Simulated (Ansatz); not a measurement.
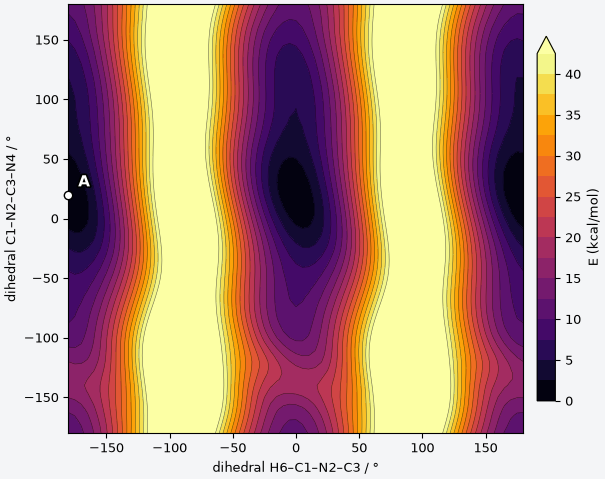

C2H6N2O, SMILES C=NC(N)O. Coordinates scanned: (1) dihedral H6–C1–N2–C3; (2) dihedral C1–N2–C3–N4. Nothing is relaxed (all other coordinates rigid). The grid has 18 × 18 points. Energies: kcal/mol, counted from the relaxed molecule at the same level. The dihedral twists a double bond; near 90° a spin-restricted reference is unreliable. The calculation used RKS PBE0-D4/def2-SVP in Ansatz.

Drawn: filled contours, one colour for all values above the top of the scale, the point A. Between grid points the surface is interpolated.

Q: What is the easiest way out of the well at A, and how high is the barrier?

A: The easiest path leads from the well at dihedral H6–C1–N2–C3 = −180°, dihedral C1–N2–C3–N4 = 20° to its copy one period on. Its highest point lies about 17 kcal/mol above the bottom of the first well on the interpolated surface, at dihedral H6–C1–N2–C3 = −180°, dihedral C1–N2–C3–N4 = −140°. The start is the relaxed structure and all else is held, so a fully relaxed path at this level can only be lower.

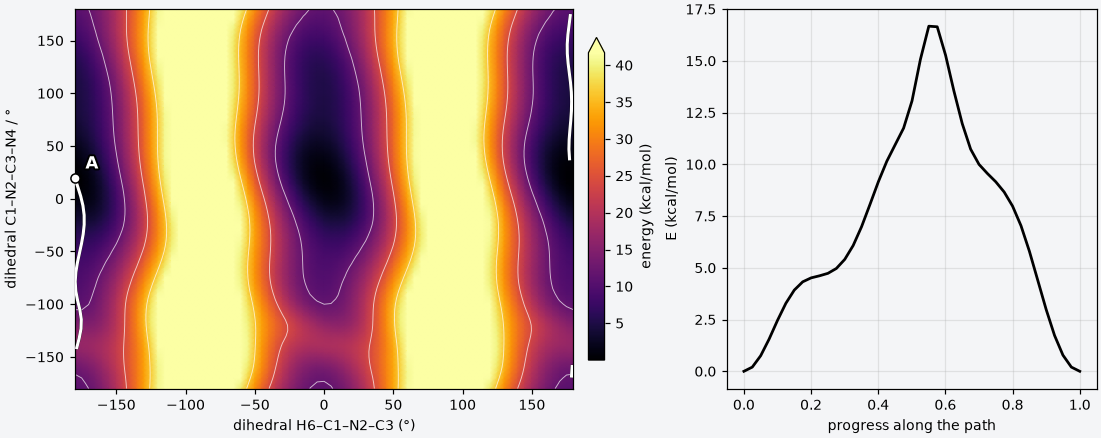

In the figure: a smooth colour map with a few white contour lines, a line along the lowest path, one colour for all values above the top of the scale, the energy along the path at the right. Between grid points the surface is interpolated.
